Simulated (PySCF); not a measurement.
**[Pm(H2O)2]3+: other functionals and bases at one geometry**

Aim: see how levels, charges and forces of [Pm(H2O)2]3+ depend on the level of theory. It is a constructed species; whether it can be made isn't addressed.

Method: several levels, as the steps say, no spin–orbit coupling; program: PySCF 2.14.0.

4 further runs of the same task are left out: 2 for a known fault of the program, 2 that didn't finish.

## 1. Where the work starts

7 atoms, charge 3, spin multiplicity 1.

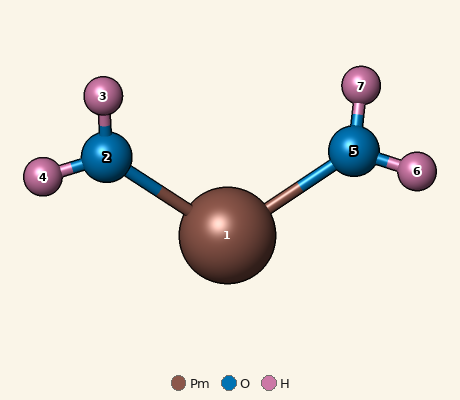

The structure; promethium brown, oxygen blue, hydrogen pink; atoms are numbered from 1 in the order of the file.

Coordinates:

```xyz
7
H4O2Pm
Pm   -0.20779   -1.08678   -0.00738
O    -0.02745    0.16781    1.89948
H     0.25044    1.12539    2.01410
H    -0.20532   -0.12198    2.84486
O     0.08947    0.17077   -1.89849
H     0.44718   -0.12531   -2.78976
H    -0.12862    1.13668   -2.06280
```

Formal oxidation states: Pm +3. Each metal's 4 4f electrons lie in its core potential, so multiplicities, spins and levels count the valence alone. An earlier session relaxed this geometry at PBE, Pm lcecp-1-SVP with ECP50, O def2-SVP, H def2-SVP (singlet, point group C1).

At PBE on the finer grid: E = -185.517524 Eh, HOMO -24.41 eV, LUMO -19.36 eV, Mulliken charge on Pm1 +2.16 e, largest force component 0.016 eV/Å. 

Levels to run: CAM-B3LYP; M06-L; revPBE; BP86; PBE, TZVP. Hardware: 2 threads of Arm Neoverse V2, shared host.

## 2. CAM-B3LYP

File run.py (the lines that set the calculation):

```python
mol = gto.M(atom='''
Pm    -0.20779    -1.08678    -0.00738
O     -0.02745     0.16781     1.89948
H      0.25044     1.12539     2.01410
H     -0.20532    -0.12198     2.84486
O      0.08947     0.17077    -1.89849
H      0.44718    -0.12531    -2.78976
H     -0.12862     1.13668    -2.06280''',
    basis={'Pm': 'lcecp-1-SVP', 'O': 'def2-SVP', 'H': 'def2-SVP'},
    ecp={'Pm': 'lcecp-1-SVP'},
    charge=3, spin=0)
mf = dft.RKS(mol, xc='CAMB3LYP')
mf.grids.atom_grid = (75, 302)  # f atoms: unpruned, at least (60, 302)
mf = mf.density_fit()  # fitting sets: Pm AutoAux, O def2-universal-JKFIT, H def2-universal-JKFIT
mf.conv_tol = 1e-08; mf.max_cycle = 55
mf.kernel(dm0)  # dm0: the density of the relaxed state
```

Run with:

```bash
$ OMP_NUM_THREADS=2 python run.py
```

What it wrote:

```text
init E= -185.580368179696
  HOMO = -1.0250562218721  LUMO = -0.625136455342574  gap/eV = 10.88237
cycle= 1 E= -185.583282373442  delta_E= -0.00291  |g|= 0.0645  |ddm|= 0.18
  HOMO = -1.00388476490413  LUMO = -0.636320298245333  gap/eV = 10.00194
cycle= 2 E= -185.582905701433  delta_E= 0.000377  |g|= 0.08  |ddm|= 0.094
  HOMO = -1.01567694780417  LUMO = -0.634921138711651  gap/eV = 10.36089
cycle= 3 E= -185.584073421461  delta_E= -0.00117  |g|= 0.00331  |ddm|= 0.0474
  HOMO = -1.01527209035421  LUMO = -0.634454655678104  gap/eV = 10.36257
cycle= 4 E= -185.584077279184  delta_E= -3.86e-06  |g|= 0.000894  |ddm|= 0.00442
  HOMO = -1.01520362840934  LUMO = -0.634704926347463  gap/eV = 10.35390
cycle= 5 E= -185.584077603137  delta_E= -3.24e-07  |g|= 0.000124  |ddm|= 0.00165
  HOMO = -1.01519703703646  LUMO = -0.634716738795256  gap/eV = 10.35340
cycle= 6 E= -185.58407761454  delta_E= -1.14e-08  |g|= 6.83e-05  |ddm|= 0.000313
  HOMO = -1.01519842294328  LUMO = -0.634714856551094  gap/eV = 10.35349
cycle= 7 E= -185.584077615606  delta_E= -1.07e-09  |g|= 3.06e-05  |ddm|= 7.05e-05
  HOMO = -1.01519912507219  LUMO = -0.634713651690589  gap/eV = 10.35354
Extra cycle  E= -185.584077615565  delta_E= 4.14e-11  |g|= 3.8e-05  |ddm|= 4.15e-05
converged SCF energy = -185.584077615565
```

Run time: 4.5 s. Hardware: 2 threads of Arm Neoverse V2, shared host.

Read off: E = -185.584078 Eh, HOMO -27.62 eV, LUMO -17.27 eV, Mulliken charge on Pm1 +2.26 e, largest force component 0.370 eV/Å. 

## 3. M06-L

run.py (the lines that set the calculation), as its differences from that of step 2:

```diff
@@ -11,3 +11,3 @@
     charge=3, spin=0)
-mf = dft.RKS(mol, xc='CAMB3LYP')
+mf = dft.RKS(mol, xc='M06L')
 mf.grids.atom_grid = (75, 302)  # f atoms: unpruned, at least (60, 302)
```

Run with:

```bash
$ OMP_NUM_THREADS=2 python run.py
```

What it wrote:

```text
init E= -185.659838535742
  HOMO = -0.918594483804735  LUMO = -0.685703043604965  gap/eV = 6.33730
cycle= 1 E= -185.664256331872  delta_E= -0.00442  |g|= 0.0683  |ddm|= 0.266
  HOMO = -0.893068843059351  LUMO = -0.695596635542793  gap/eV = 5.37349
cycle= 2 E= -185.661615146943  delta_E= 0.00264  |g|= 0.134  |ddm|= 0.161
  HOMO = -0.907060404037899  LUMO = -0.691639808664036  gap/eV = 5.86189
cycle= 3 E= -185.66541312254  delta_E= -0.0038  |g|= 0.00456  |ddm|= 0.0927
  HOMO = -0.907104431259437  LUMO = -0.690081608726951  gap/eV = 5.90549
cycle= 4 E= -185.665421606195  delta_E= -8.48e-06  |g|= 0.000747  |ddm|= 0.00831
  HOMO = -0.907135475746649  LUMO = -0.69018247190795  gap/eV = 5.90359
cycle= 5 E= -185.665421719541  delta_E= -1.13e-07  |g|= 0.000326  |ddm|= 0.00078
  HOMO = -0.907127982298954  LUMO = -0.690199763440771  gap/eV = 5.90292
cycle= 6 E= -185.665421737705  delta_E= -1.82e-08  |g|= 0.000159  |ddm|= 0.000307
  HOMO = -0.907120751293952  LUMO = -0.690206992992361  gap/eV = 5.90252
cycle= 7 E= -185.665421742808  delta_E= -5.1e-09  |g|= 1.31e-05  |ddm|= 0.000117
  HOMO = -0.907119160483814  LUMO = -0.690207195234647  gap/eV = 5.90248
Extra cycle  E= -185.665421742801  delta_E= 7.22e-12  |g|= 1.51e-05  |ddm|= 2.34e-05
converged SCF energy = -185.665421742801
```

Run time: 5.8 s. Hardware: 2 threads of Arm Neoverse V2, shared host.

Read off: E = -185.665422 Eh, HOMO -24.68 eV, LUMO -18.78 eV, Mulliken charge on Pm1 +2.31 e, largest force component 0.593 eV/Å. 

## 4. revPBE

run.py (the lines that set the calculation), as its differences from that of step 3:

```diff
@@ -11,3 +11,3 @@
     charge=3, spin=0)
-mf = dft.RKS(mol, xc='M06L')
+mf = dft.RKS(mol, xc='PBE_R,PBE')
 mf.grids.atom_grid = (75, 302)  # f atoms: unpruned, at least (60, 302)
```

Run with:

```bash
$ OMP_NUM_THREADS=2 python run.py
```

What it wrote:

```text
init E= -185.662990609599
  HOMO = -0.895235477425546  LUMO = -0.708868211453753  gap/eV = 5.07131
cycle= 1 E= -185.663158131537  delta_E= -0.000168  |g|= 0.00755  |ddm|= 0.053
  HOMO = -0.896078610458459  LUMO = -0.709377071403375  gap/eV = 5.08041
cycle= 2 E= -185.663151811702  delta_E= 6.32e-06  |g|= 0.0103  |ddm|= 0.0121
  HOMO = -0.894867234539896  LUMO = -0.709147842986117  gap/eV = 5.05368
cycle= 3 E= -185.663168861987  delta_E= -1.71e-05  |g|= 0.00306  |ddm|= 0.00766
  HOMO = -0.895168492859715  LUMO = -0.708912495432168  gap/eV = 5.06828
cycle= 4 E= -185.663171091603  delta_E= -2.23e-06  |g|= 0.000364  |ddm|= 0.00299
  HOMO = -0.895167051247425  LUMO = -0.708980894906355  gap/eV = 5.06638
cycle= 5 E= -185.663171128967  delta_E= -3.74e-08  |g|= 2.87e-05  |ddm|= 0.000516
  HOMO = -0.895166561596181  LUMO = -0.708979874691939  gap/eV = 5.06640
cycle= 6 E= -185.663171129098  delta_E= -1.3e-10  |g|= 1.81e-05  |ddm|= 3.27e-05
  HOMO = -0.895167801944507  LUMO = -0.708978978508808  gap/eV = 5.06646
Extra cycle  E= -185.663171128844  delta_E= 2.54e-10  |g|= 4.03e-05  |ddm|= 3.86e-05
converged SCF energy = -185.663171128844
```

It took 3.6 s on 2 threads of Arm Neoverse V2, shared host.

Result: E = -185.663171 Eh, HOMO -24.36 eV, LUMO -19.29 eV, Mulliken charge on Pm1 +2.17 e, largest force component 0.179 eV/Å. 

## 5. BP86

run.py (the lines that set the calculation), as its differences from that of step 4:

```diff
@@ -11,3 +11,3 @@
     charge=3, spin=0)
-mf = dft.RKS(mol, xc='PBE_R,PBE')
+mf = dft.RKS(mol, xc='B88,P86')
 mf.grids.atom_grid = (75, 302)  # f atoms: unpruned, at least (60, 302)
```

Run with:

```bash
$ OMP_NUM_THREADS=2 python run.py
```

What it wrote:

```text
init E= -185.726826990713
  HOMO = -0.902136348496718  LUMO = -0.711974902680731  gap/eV = 5.17456
cycle= 1 E= -185.726940507606  delta_E= -0.000114  |g|= 0.008  |ddm|= 0.0336
  HOMO = -0.899150687832073  LUMO = -0.71199594275352  gap/eV = 5.09274
cycle= 2 E= -185.726887718477  delta_E= 5.28e-05  |g|= 0.0182  |ddm|= 0.0178
  HOMO = -0.900849527293921  LUMO = -0.711734169303378  gap/eV = 5.14609
cycle= 3 E= -185.726953745782  delta_E= -6.6e-05  |g|= 0.000276  |ddm|= 0.0121
  HOMO = -0.90087924562356  LUMO = -0.71173719251432  gap/eV = 5.14682
cycle= 4 E= -185.726953764355  delta_E= -1.86e-08  |g|= 0.000103  |ddm|= 0.000406
  HOMO = -0.900878194293261  LUMO = -0.711734261523682  gap/eV = 5.14687
cycle= 5 E= -185.726953766691  delta_E= -2.34e-09  |g|= 4.86e-05  |ddm|= 0.000117
  HOMO = -0.900876484141727  LUMO = -0.711735969920031  gap/eV = 5.14678
Extra cycle  E= -185.726953764869  delta_E= 1.82e-09  |g|= 0.000108  |ddm|= 0.000102
converged SCF energy = -185.726953764869
```

Wall time 3.5 s (2 threads of Arm Neoverse V2, shared host).

Read off: E = -185.726954 Eh, HOMO -24.51 eV, LUMO -19.37 eV, Mulliken charge on Pm1 +2.17 e, largest force component 0.058 eV/Å. 

## 6. PBE, TZVP

Basis: Pm lcecp-1-TZVP with ECP50, O def2-TZVP, H def2-TZVP. 

File run.py (the lines that set the calculation):

```python
mol = gto.M(atom='''
Pm    -0.20779    -1.08678    -0.00738
O     -0.02745     0.16781     1.89948
H      0.25044     1.12539     2.01410
H     -0.20532    -0.12198     2.84486
O      0.08947     0.17077    -1.89849
H      0.44718    -0.12531    -2.78976
H     -0.12862     1.13668    -2.06280''',
    basis={'Pm': 'lcecp-1-TZVP', 'O': 'def2-TZVP', 'H': 'def2-TZVP'},
    ecp={'Pm': 'lcecp-1-TZVP'},
    charge=3, spin=0)
mf = dft.RKS(mol, xc='PBE')
mf.grids.atom_grid = (75, 302)  # f atoms: unpruned, at least (60, 302)
mf = mf.density_fit()  # fitting sets: Pm AutoAux, O def2-universal-JKFIT, H def2-universal-JKFIT
mf.conv_tol = 1e-08; mf.max_cycle = 55
mf.kernel(dm0)  # dm0: free metal ions and neutral atoms
```

Run with:

```bash
$ OMP_NUM_THREADS=2 python run.py
```

What it wrote:

```text
init E= -176.535708627672
  HOMO = -1.52748259124218  LUMO = -0.764273289571048  gap/eV = 20.76798
cycle= 1 E= -182.982368561083  delta_E= -6.45  |g|= 4.31  |ddm|= 2.18
  HOMO = -0.6747608479229  LUMO = -0.671068308097739  gap/eV = 0.10048
cycle= 2 E= -162.26952754871  delta_E= 20.7  |g|= 6.89  |ddm|= 6.16
  HOMO = -0.994792576761626  LUMO = -0.720998903075278  gap/eV = 7.45031
cycle= 3 E= -185.037416352537  delta_E= -22.8  |g|= 1.44  |ddm|= 6.42
  HOMO = -0.933471393130051  LUMO = -0.73965901103169  gap/eV = 5.27390
cycle= 4 E= -185.659291364219  delta_E= -0.622  |g|= 0.444  |ddm|= 2.39
  HOMO = -0.881727896404202  LUMO = -0.714707911613671  gap/eV = 4.54485
cycle= 5 E= -185.691153052745  delta_E= -0.0319  |g|= 0.211  |ddm|= 0.529
  HOMO = -0.888658970724583  LUMO = -0.706053300448043  gap/eV = 4.96895
cycle= 6 E= -185.699522000818  delta_E= -0.00837  |g|= 0.0794  |ddm|= 0.175
  HOMO = -0.895482111447418  LUMO = -0.708483160781666  gap/eV = 5.08850
cycle= 7 E= -185.700499665904  delta_E= -0.000978  |g|= 0.0342  |ddm|= 0.0497
  HOMO = -0.897928628753487  LUMO = -0.709706351071798  gap/eV = 5.12179
cycle= 8 E= -185.700707834449  delta_E= -0.000208  |g|= 0.0052  |ddm|= 0.0202
  HOMO = -0.897953216283573  LUMO = -0.709295105446243  gap/eV = 5.13365
cycle= 9 E= -185.700713456351  delta_E= -5.62e-06  |g|= 0.000489  |ddm|= 0.00367
  HOMO = -0.897903473567795  LUMO = -0.709291318335234  gap/eV = 5.13240
cycle= 10 E= -185.700713505234  delta_E= -4.89e-08  |g|= 0.000148  |ddm|= 0.000548
  HOMO = -0.897914376506269  LUMO = -0.709296248850947  gap/eV = 5.13256
cycle= 11 E= -185.700713508951  delta_E= -3.72e-09  |g|= 2.57e-05  |ddm|= 6.19e-05
  HOMO = -0.897921745696963  LUMO = -0.709294164832687  gap/eV = 5.13282
Extra cycle  E= -185.700713508512  delta_E= 4.39e-10  |g|= 5.53e-05  |ddm|= 4.06e-05
converged SCF energy = -185.700713508512
```

Run time: 9.9 s. Hardware: 2 threads of Arm Neoverse V2, shared host.

It gives: E = -185.700714 Eh, HOMO -24.43 eV, LUMO -19.30 eV, Mulliken charge on Pm1 +2.34 e, largest force component 0.249 eV/Å. 

## 7. Results

| level | state | HOMO (eV) | gap (eV) | charge on Pm1 (e) | dipole (D) | largest force (eV/Å) | basis functions | time |
| --- | --- | --- | --- | --- | --- | --- | --- | --- |
| PBE (relaxed here) | singlet | -24.41 | 5.05 | 2.16 | 3.06 | 0.02 | 81 | 8.3 s |
| CAM-B3LYP | singlet | -27.62 | 10.35 | 2.26 | 2.67 | 0.37 | 81 | 4.5 s |
| M06-L | singlet | -24.68 | 5.90 | 2.31 | 2.65 | 0.59 | 81 | 5.8 s |
| revPBE | singlet | -24.36 | 5.07 | 2.17 | 3.01 | 0.18 | 81 | 3.6 s |
| BP86 | singlet | -24.51 | 5.15 | 2.17 | 3.04 | 0.06 | 81 | 3.5 s |
| PBE, TZVP | singlet | -24.43 | 5.13 | 2.34 | 3.04 | 0.25 | 133 | 9.9 s |

Times are on 2 threads of Arm Neoverse V2, shared host; the first row also made further properties. The dipole of a charged species depends on the origin, so these sizes hold for this origin alone.

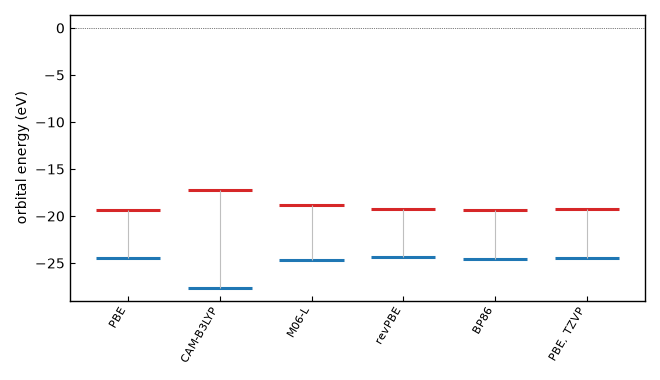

Highest filled and lowest empty level, method by method.

In one basis the HOMO–LUMO gap runs from 5.05 eV (PBE) to 10.35 eV (CAM-B3LYP). The largest leftover force, 0.59 eV/Å with M06-L, stands at a geometry relaxed at another level. The Mulliken charge on Pm spans +2.16 to +2.34 e over the levels. With 4f in the core, its levels are missing from HOMO and gap. Total energies of different levels can't be compared. Spin–orbit coupling is left out throughout.
